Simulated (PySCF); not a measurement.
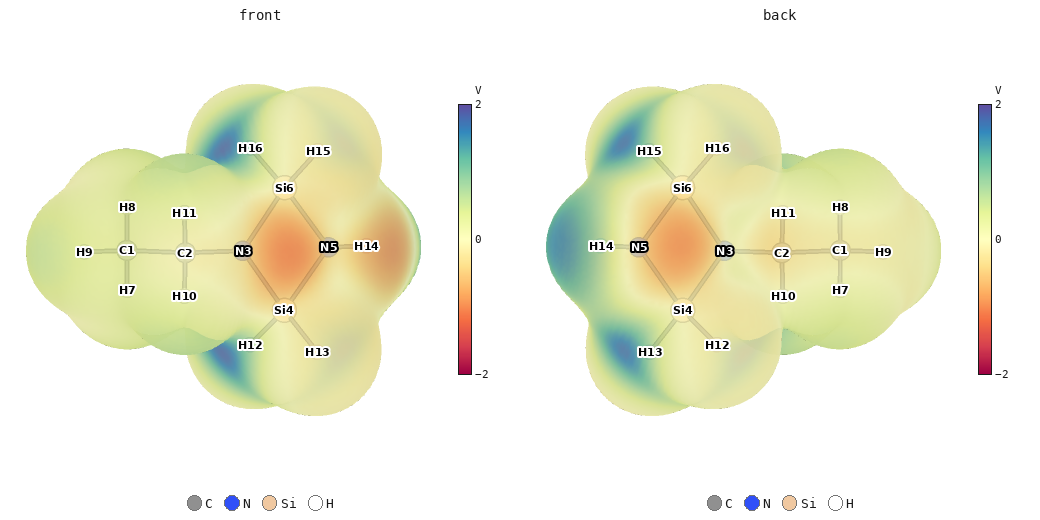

Figure 1: C$_{2}$H$_{10}$N$_{2}$Si$_{2}$ (SMILES CCN1[SiH2]N[SiH2]1). The electrostatic potential painted on the density surface at 0.002 e/bohr³, seen from the front and from behind; red is negative and blue positive.

Geometry: GFN2-xTB, coordinate held.

Level of theory: PBE0/pcSseg-1, SCF density, gas phase, non-relativistic in PySCF.

```xyz
16

C     2.1701   -0.0103    0.1438
C     1.0870    0.4358   -0.8398
N    -0.2366    0.1704   -0.3628
Si   -1.1953   -1.2850   -0.4027
N    -2.2547   -0.3610    0.6215
Si   -1.2611    1.0623    0.7298
H     2.0859   -1.0795    0.3223
H     2.0416    0.5089    1.0903
H     3.1603    0.2075   -0.2502
H     1.2318   -0.0862   -1.7925
H     1.1897    1.5114   -1.0251
H    -0.6202   -2.4597    0.2538
H    -1.7115   -1.5869   -1.7363
H    -3.1461   -0.5798    1.0235
H    -1.8265    2.2680    0.1274
H    -0.7236    1.3087    2.0682
```

### Which sites attract a positive test charge, and which a negative one?

A positive charge is drawn to the negative regions and a negative charge to the positive ones. The most negative region (about −0.9 V) lies over N3 and N5, the most positive (about +1.7 V) over Si4 and Si6.
